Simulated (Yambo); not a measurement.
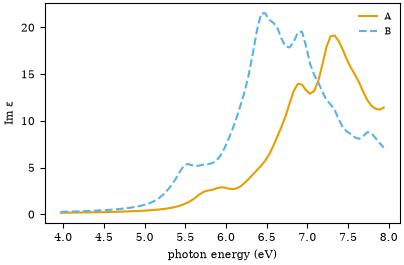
*Two computed absorption spectra of SiC (2H, space group P6_3mc, No. 186) under biaxial strain of -2 % along x and y, z relaxed (Yambo, PBEsol bands with the same scissor, field along x)*

Axes are Cartesian, with cell vectors (Å) (3.01, 0.00, 0.00), (-1.51, 2.61, 0.00), (0.00, 0.00, 5.07).

Problem. Which curve includes the electron-hole attraction (BSE)?

Solution. Curve B: the attraction moves weight to lower energy (centre of the plotted range 6.7 eV against 7.1 eV). Settings: 9×9×6 mesh, 5 valence and 2 conduction bands, static screening with 23 bands and a 4 Ry block, scissor 1.03 eV, Tamm-Dancoff. The scissor comes from a G0W0 run whose convergence isn't established. Broadening 0.15 eV. The band window holds all transitions up to 8.0 eV. On this mesh the peak heights and the fine structure are mesh artefacts; only the shift of weight is robust.
